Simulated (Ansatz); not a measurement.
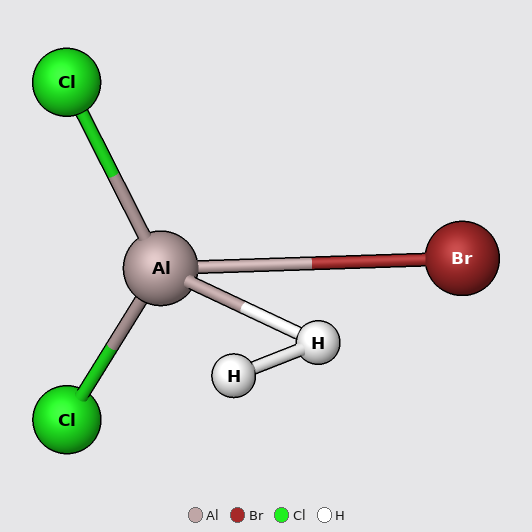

Harmonic vibrations computed with RKS PBE0-D4/def2-SVP (Ansatz 0.2.0) at a stationary point of the same level.

Minimum or transition state?

Answer. A first-order saddle point: one imaginary frequency, 627i cm⁻¹.

List the wavenumbers.

Answer. 12 modes: 627i, 96, 101, 165, 286, 373, 467, 671, 726, 1236, 1492, 1847 cm⁻¹.
